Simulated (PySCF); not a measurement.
```xyz
18

C    -2.7550   -1.6356   -0.5713
C    -1.6069   -1.2565   -0.1140
C    -0.4515   -0.8567    0.3193
C     0.3653    0.2216   -0.3620
O     0.8835    1.1664    0.5538
C    -0.0989    2.0081    1.1046
C     1.5451   -0.4910   -1.0529
N     2.7899   -0.3995   -0.3833
O     1.3998   -1.0987   -2.0717
H    -3.6777   -1.1871   -0.2395
H    -2.8363   -2.4289   -1.2965
H     0.0049   -1.2955    1.1967
H    -0.2471    0.7138   -1.1322
H    -0.6049    2.5854    0.3220
H     0.4207    2.6855    1.7793
H    -0.8487    1.4360    1.6619
H     2.6892   -0.7516    0.5655
H     3.0287    0.5844   -0.2798
```

Geometry: GFN2-xTB.

Method: revPBE/pcSseg-1, SCF density, in a benzene solvent model, non-relativistic in PySCF.

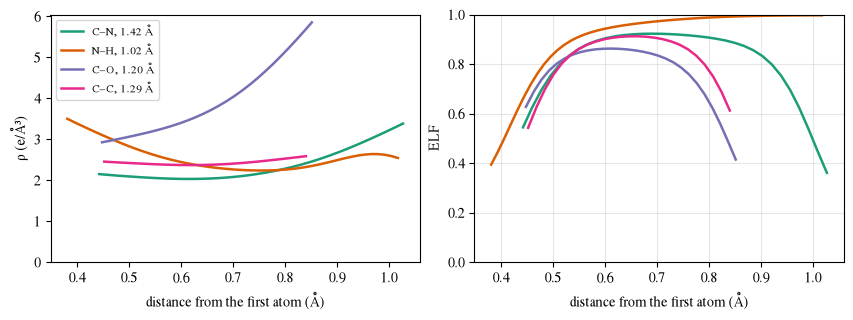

C$_{6}$H$_{9}$NO$_{2}$. Total electron density and electron localisation function along straight lines between neighbouring atoms. The curves leave out the atomic cores.

Question: Compare the contacts.

Answer: C–N (1.42 Å): the density is about 2.1 e/Å³ at the midpoint; the ELF peaks at about 0.90 between the atoms; a shared electron pair.
N–H (1.02 Å): ρ at the midpoint is about 2.8 e/Å³; the ELF climbs to about 1 towards the hydrogen, as it does in any bond to H: a covalent bond by its length.
C–O (1.20 Å): ρ is about 3.4 e/Å³ halfway; the ELF peaks at about 0.85 between the atoms (a short, multiple covalent bond).
C–C (1.29 Å): the density is about 2.4 e/Å³ at the midpoint; the ELF peaks at about 0.90 between the atoms; a short, multiple covalent bond.
